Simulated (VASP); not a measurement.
Band structure of CdSe (zinc blende). These are AM05 GGA, VASP's PBE PAW potentials (set 64) (plane waves; VASP) values and carry that method's errors.

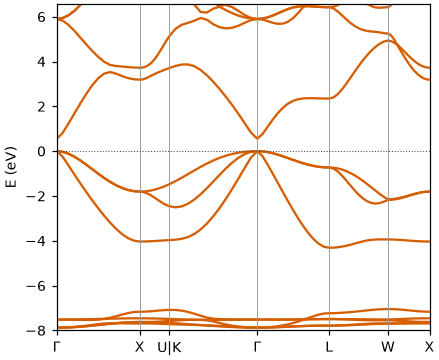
Fig. 1. Bands along high-symmetry lines, zero at the valence-band maximum or, without a gap, the Fermi level

Question: Read the plot: is there a gap, and where are the band edges?

Answer: The gap is direct, 0.55 eV, from the valence maximum at Γ to the conduction minimum at Γ. (Edges off the drawn lines would not show.)

The compound is CdSe in the zinc blende structure, whereas wurtzite is the usual form. It was relaxed first.
